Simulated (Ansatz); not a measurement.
BN (wurtzite)

```yaml
crystal:
  lattice:
    - [5.10906, 0.00000, 0.00000]
    - [-1.27726, 2.21229, 0.00000]
    - [0.00000, 0.00000, 4.22457]
  atoms:
    - { symbol: B, position: [0.33333, 0.33333, 0.99991] }
    - { symbol: B, position: [0.83333, 0.33333, 0.99991] }
    - { symbol: B, position: [0.16667, 0.66667, 0.49991] }
    - { symbol: B, position: [0.66667, 0.66667, 0.49991] }
    - { symbol: N, position: [0.33333, 0.33333, 0.62529] }
    - { symbol: N, position: [0.83333, 0.33333, 0.62529] }
    - { symbol: N, position: [0.16667, 0.66667, 0.12529] }
    - { symbol: N, position: [0.66667, 0.66667, 0.12529] }
```

A phonon eigenvector at M = (0.5, 0.0, 0.0) is frozen into this cell: atom i moves by Q times the vector below, so Q is the largest atomic displacement, in Å. The cell is held. (q is in reciprocal vectors of the primitive cell; the cell shown is doubled to hold the pattern.)

| atom | x | y | z |
|---|---|---|---|
| B1 | -0.866 | -0.500 | -0.006 |
| B2 | 0.866 | 0.500 | 0.006 |
| B3 | 0.866 | 0.500 | -0.006 |
| B4 | -0.866 | -0.500 | 0.006 |
| N5 | 0.305 | 0.176 | -0.024 |
| N6 | -0.305 | -0.176 | 0.024 |
| N7 | -0.305 | -0.176 | -0.024 |
| N8 | 0.305 | 0.176 | 0.024 |

All values below come from PBE (plane waves to 420 eV, PAW, scalar-relativistic; Ansatz, a quantum-chemistry and plane-wave program). k mesh 15×15×8 (Γ-centred), Fermi-Dirac smearing 0.05 eV. E stands for the smeared free energy. BN was relaxed with its symmetry unable to fall. The zero of ΔE is the undisplaced structure.

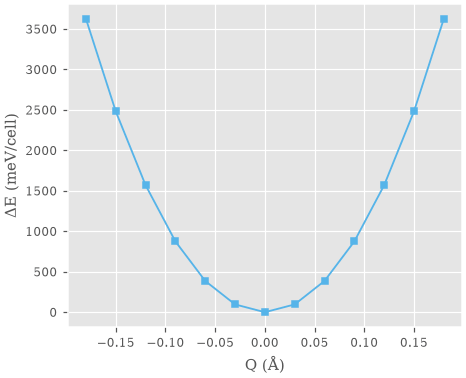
*ΔE (meV/cell) against Q (Å); markers are the computed points, lines only join them.*

Question: What is the energy change at Q = 0.180 Å?

Answer: About 3600 meV/cell.

Question: What harmonic wavenumber does the curvature at Q = 0 give?

Answer: About 1100 cm⁻¹.

(A displaced cell: forces are minus the slopes of the energy, force constants its curvatures, and phonons follow from these.)
